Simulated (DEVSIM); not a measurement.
Device: abrupt Ge n-p junction, at 300 K.

| layer (left to right) | material | thickness (μm) | Nd (cm⁻³) | Na (cm⁻³) | τn (s) | τp (s) |
|---|---|---|---|---|---|---|
| 1 | Ge | 22.0 | 1.5e15 | - | 1.7e-6 | 1.7e-6 |
| 2 | Ge | 0.160 | - | 2.9e14 | 1.7e-6 | 1.7e-6 |

Left contact: ohmic. Right contact: ohmic. Voltage is applied to the left contact. Recombination: SRH at mid-gap, radiative, Auger. Mobility is constant in doping.

Constants are typed, rounded textbook-type inputs, not results; the design itself was drawn at random and stands for no fabricated device. Values at 300 K.

| parameter | Ge |
|---|---|
| gap (eV) | 0.664 |
| affinity (eV) | 4 |
| permittivity | 16 |
| Nc (cm⁻³) | 1.04e19 |
| Nv (cm⁻³) | 6e18 |
| μn (cm²/Vs) | 3900 |
| μp (cm²/Vs) | 1900 |
| B (cm³/s) | 6.4e-14 |
| Cn (cm⁶/s) | 1e-31 |
| Cp (cm⁶/s) | 1e-31 |

Model (solved in DEVSIM): 1D drift-diffusion, Boltzmann statistics, complete ionisation; no tunnelling, impact ionisation, image-force lowering or self-heating.

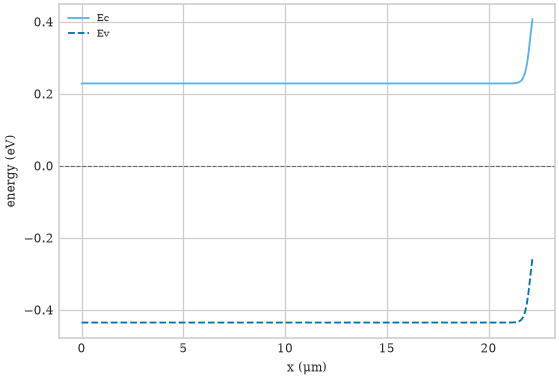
Figure: Band edges at zero bias

Energies count from the Fermi level of the right contact; mesh points crowd at the junctions.

```json
[
 {"x (μm)": "0.000", "Ec (eV)": "0.229", "Ev (eV)": "-0.435", "n (cm⁻³)": "1.5e15", "p (cm⁻³)": "2.9e11", "field (V/cm)": "≈ 0"},
 {"x (μm)": "0.02402", "Ec (eV)": "0.229", "Ev (eV)": "-0.435", "n (cm⁻³)": "1.5e15", "p (cm⁻³)": "2.9e11", "field (V/cm)": "≈ 0"},
 {"x (μm)": "0.07203", "Ec (eV)": "0.229", "Ev (eV)": "-0.435", "n (cm⁻³)": "1.5e15", "p (cm⁻³)": "2.9e11", "field (V/cm)": "≈ 0"},
 {"x (μm)": "0.1680", "Ec (eV)": "0.229", "Ev (eV)": "-0.435", "n (cm⁻³)": "1.5e15", "p (cm⁻³)": "2.9e11", "field (V/cm)": "≈ 0"},
 {"x (μm)": "0.4464", "Ec (eV)": "0.229", "Ev (eV)": "-0.435", "n (cm⁻³)": "1.5e15", "p (cm⁻³)": "2.9e11", "field (V/cm)": "≈ 0"},
 {"x (μm)": "0.9162", "Ec (eV)": "0.229", "Ev (eV)": "-0.435", "n (cm⁻³)": "1.5e15", "p (cm⁻³)": "2.9e11", "field (V/cm)": "≈ 0"},
 {"x (μm)": "1.855", "Ec (eV)": "0.229", "Ev (eV)": "-0.435", "n (cm⁻³)": "1.5e15", "p (cm⁻³)": "2.9e11", "field (V/cm)": "≈ 0"},
 {"x (μm)": "4.580", "Ec (eV)": "0.229", "Ev (eV)": "-0.435", "n (cm⁻³)": "1.5e15", "p (cm⁻³)": "2.9e11", "field (V/cm)": "≈ 0"},
 {"x (μm)": "9.177", "Ec (eV)": "0.229", "Ev (eV)": "-0.435", "n (cm⁻³)": "1.5e15", "p (cm⁻³)": "2.9e11", "field (V/cm)": "≈ 0"},
 {"x (μm)": "15.26", "Ec (eV)": "0.229", "Ev (eV)": "-0.435", "n (cm⁻³)": "1.5e15", "p (cm⁻³)": "2.9e11", "field (V/cm)": "≈ 0"},
 {"x (μm)": "18.64", "Ec (eV)": "0.229", "Ev (eV)": "-0.435", "n (cm⁻³)": "1.5e15", "p (cm⁻³)": "2.9e11", "field (V/cm)": "≈ 0"},
 {"x (μm)": "20.64", "Ec (eV)": "0.229", "Ev (eV)": "-0.435", "n (cm⁻³)": "1.5e15", "p (cm⁻³)": "2.9e11", "field (V/cm)": "≈ 0"},
 {"x (μm)": "21.33", "Ec (eV)": "0.229", "Ev (eV)": "-0.435", "n (cm⁻³)": "1.5e15", "p (cm⁻³)": "3.0e11", "field (V/cm)": "69"},
 {"x (μm)": "21.68", "Ec (eV)": "0.242", "Ev (eV)": "-0.422", "n (cm⁻³)": "9.1e14", "p (cm⁻³)": "4.8e11", "field (V/cm)": "970"},
 {"x (μm)": "21.89", "Ec (eV)": "0.283", "Ev (eV)": "-0.381", "n (cm⁻³)": "1.8e14", "p (cm⁻³)": "2.4e12", "field (V/cm)": "3300"},
 {"x (μm)": "21.96", "Ec (eV)": "0.309", "Ev (eV)": "-0.355", "n (cm⁻³)": "6.7e13", "p (cm⁻³)": "6.5e12", "field (V/cm)": "4400"},
 {"x (μm)": "21.99", "Ec (eV)": "0.324", "Ev (eV)": "-0.340", "n (cm⁻³)": "3.7e13", "p (cm⁻³)": "1.2e13", "field (V/cm)": "4900"},
 {"x (μm)": "22.01", "Ec (eV)": "0.334", "Ev (eV)": "-0.330", "n (cm⁻³)": "2.6e13", "p (cm⁻³)": "1.7e13", "field (V/cm)": "5000"},
 {"x (μm)": "22.05", "Ec (eV)": "0.353", "Ev (eV)": "-0.311", "n (cm⁻³)": "1.2e13", "p (cm⁻³)": "3.6e13", "field (V/cm)": "4900"},
 {"x (μm)": "22.09", "Ec (eV)": "0.375", "Ev (eV)": "-0.289", "n (cm⁻³)": "5.2e12", "p (cm⁻³)": "8.4e13", "field (V/cm)": "4800"},
 {"x (μm)": "22.13", "Ec (eV)": "0.394", "Ev (eV)": "-0.270", "n (cm⁻³)": "2.5e12", "p (cm⁻³)": "1.7e14", "field (V/cm)": "4700"},
 {"x (μm)": "22.16", "Ec (eV)": "0.407", "Ev (eV)": "-0.257", "n (cm⁻³)": "1.5e12", "p (cm⁻³)": "2.9e14", "field (V/cm)": "4700"}
]
```
